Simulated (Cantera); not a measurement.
Feed: 1 mol Nb₂O₅, 8.4 mol H₂, at 100000 Pa.

Method: chemical equilibrium by Gibbs-energy minimisation in Cantera with the NASA 1993 tables (ideal gas, pure condensed phases). Candidate condensed phases: H₂O, Nb, NbO, NbO₂, Nb₂O₅; 12 gas species. Mutual solubility and eutectic melting of coexisting phases are not modelled. Condensed phases not in the tables: the oxides between NbO₂ and Nb₂O₅. Equilibrium is a limit: real reactors are often held back by kinetics, nucleation or transport.

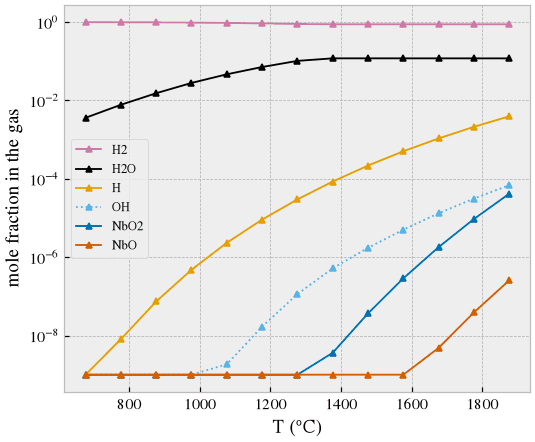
Figure: Equilibrium gas composition (values under 1e-9 drawn at 1e-9)

From 677 °C to 1277 °C the condensed part is NbO₂(s) + Nb₂O₅(s). From 1377 °C to 1877 °C the condensed part is NbO₂(s).
